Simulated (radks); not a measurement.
A free Pt atom; electrons: [Xe] 4f14 5d9 6s1 (high spin). Level of theory: scalar-relativistic Kohn-Sham, PBE, spin-polarised, spherical densities, finite nucleus. Computed with the in-house radial solver radks.

```
Z 78
configuration [Xe] 4f14 5d9 6s1
relativity scalar-relativistic
functional pbe,pbe
spin polarised
nucleus finite rms 5.427 fm
c 137.035999084
```

Wanted: the number of electrons inside radius r (solid) and the radial density 4πr²ρ (dashed).

The count levels off at 78 electrons. Half of them lie within 0.384 bohr, 90 % within 1.39 bohr and 99 % within 3.20 bohr. The radial density has minima at 0.0222, 0.0952 and 0.271 bohr, where the count stands at 1.9, 11.1 and 30.0; these part the shells that the density resolves.

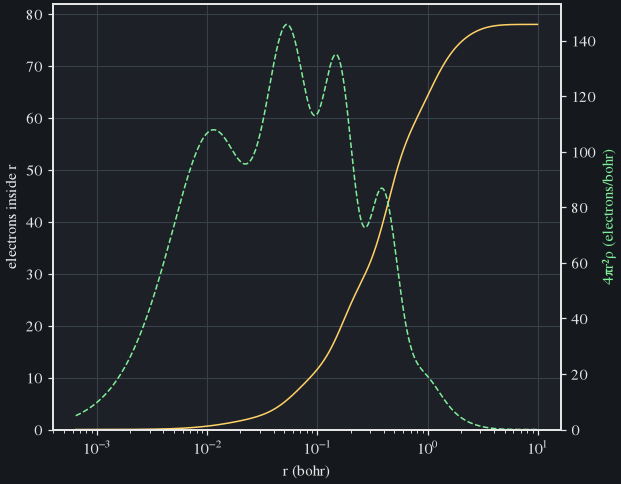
